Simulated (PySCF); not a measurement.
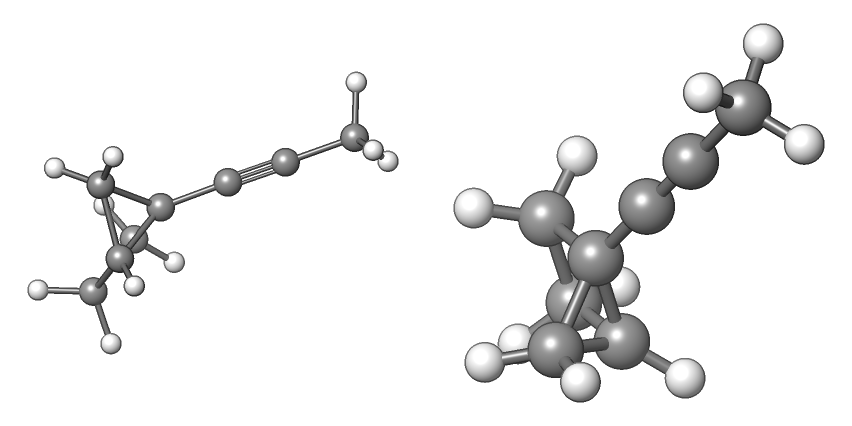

Two views of one molecule. Colours: carbon grey, hydrogen white.

The geometry was computed by an optimisation with GFN2-xTB. No frequency run is at hand to confirm it as a minimum.

Give the formula.

Answer. C₈H₁₀, 18 atoms: 8 carbon and 10 hydrogen.

Name functional groups in it.

Answer. Among them: alkyne.

Describe its rings.

Answer. Independent rings (smallest set): 1 of 3 members, 1 of 4 members.

The parts below concern this one geometry. Atoms keep their numbers from picture to picture.

### Geometry

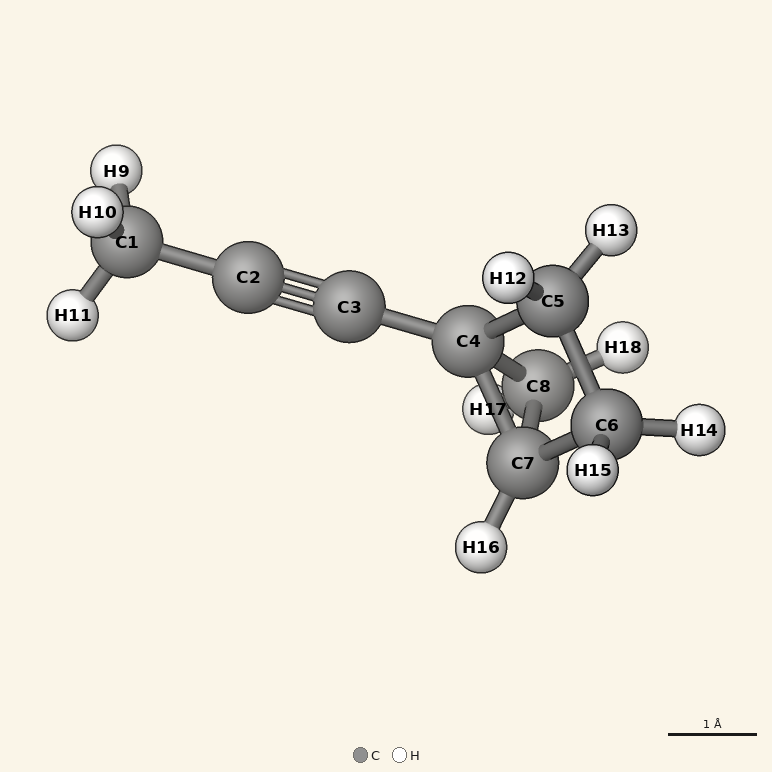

Atoms carry their numbers in the input. No frequency run is at hand to confirm it as a minimum.

List the bonds and their lengths. Leave out bonds to hydrogen.

```json
{"bond": "C1–C2", "length (Å)": "1.446", "order": "single"}
{"bond": "C2–C3", "length (Å)": "1.201", "order": "triple"}
{"bond": "C3–C4", "length (Å)": "1.416", "order": "single"}
{"bond": "C4–C5", "length (Å)": "1.531", "order": "single"}
{"bond": "C4–C7", "length (Å)": "1.522", "order": "single"}
{"bond": "C4–C8", "length (Å)": "1.505", "order": "single"}
{"bond": "C5–C6", "length (Å)": "1.542", "order": "single"}
{"bond": "C6–C7", "length (Å)": "1.522", "order": "single"}
{"bond": "C7–C8", "length (Å)": "1.495", "order": "single"}
```

### Excitation

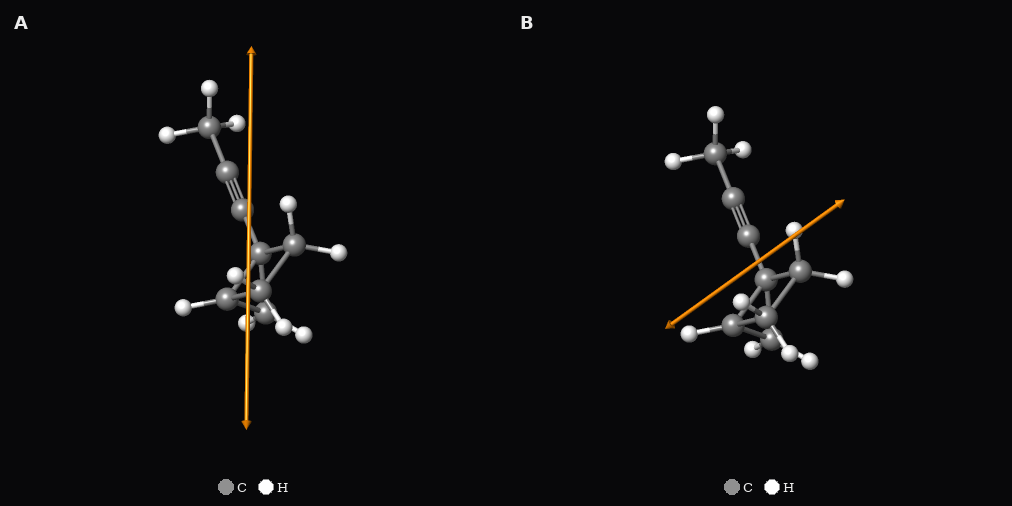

The double arrows show the directions of two transition dipoles from the ground state (lengths mean nothing). No frequency run is at hand to confirm it as a minimum. Properties computed with TDDFT PBE0/def2-SVPD, vertical, gas phase, core orbitals frozen in the response (PySCF 2.14.0).

One belongs to singlet state 3 and one to singlet state 5. Which is which?

Answer. A: state 3, 6.39 eV (194 nm), oscillator strength 0.029, of mixed character, with the largest part HOMO → LUMO+3 (weight 0.46).
B: state 5, 6.71 eV (185 nm), oscillator strength 0.018, mainly HOMO−1 → LUMO (weight 0.77).

### NMR shielding

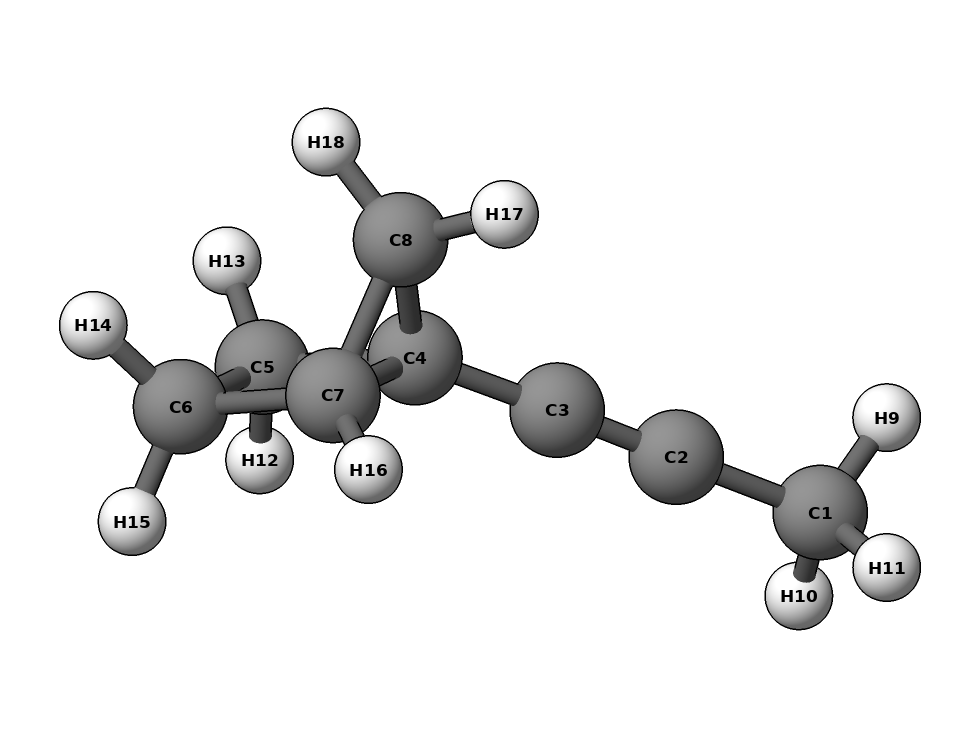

No frequency run is at hand to confirm it as a minimum. Properties computed with GIAO PBE0/pcSseg-1 NMR shielding, non-relativistic, gas phase (PySCF 2.14.0). Principal shieldings σ11 ≤ σ22 ≤ σ33, span Ω = σ33 − σ11, skew κ = 3(σiso − σ22)/Ω.

Which C atom has the most anisotropic shielding?

Answer. C3, with a span of 275 ppm.

Give the shielding tensors of the C atoms.

```
atom    σ11    σ22    σ33   σiso      Ω     κ
  C1  173.8  174.6  196.8  181.7   22.9  0.93
  C2   20.9   29.1  261.5  103.9  240.6  0.93
  C3    5.1   13.2  280.1   99.4  275.0  0.94
  C4  143.5  149.7  219.7  171.0   76.2  0.84
  C5  140.2  153.2  176.5  156.6   36.3  0.28
  C6  152.7  163.7  174.8  163.7   22.0  0.00
  C7  128.9  152.9  199.5  160.4   70.5  0.32
  C8  136.1  148.7  196.4  160.4   60.3  0.58
```

Shieldings and span in ppm.

### Polarisability

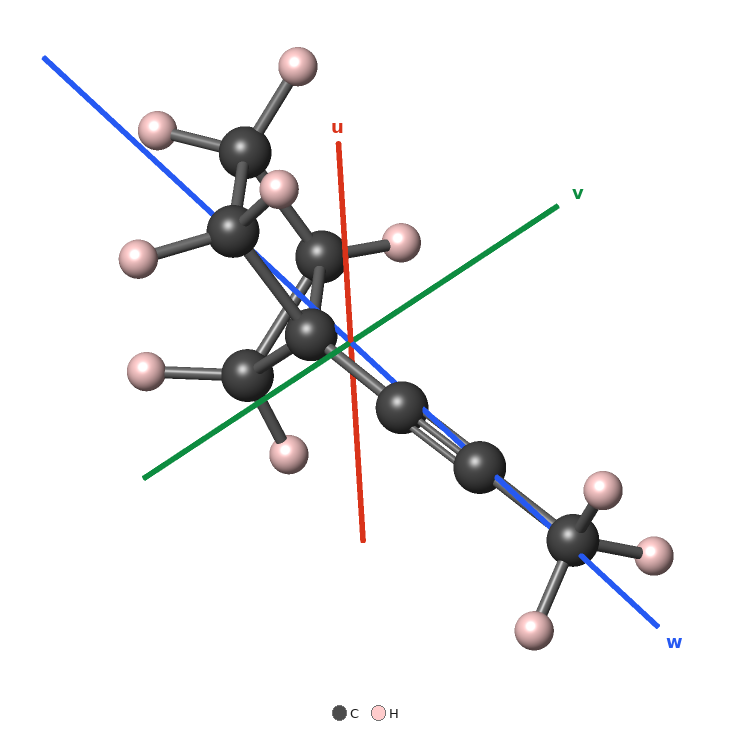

The lines u, v and w are the principal axes of the static dipole polarisability. No frequency run is at hand to confirm it as a minimum. Computed with PBE0/def2-SVPD (PySCF 2.14.0).

Along which axis is the molecule most polarisable, and along which least?

Answer. Most along w, least along v.

Give the three principal values.

Answer. u 77.4, v 71.7, w 127.0 bohr³; mean 92.0, anisotropy 52.7 bohr³.
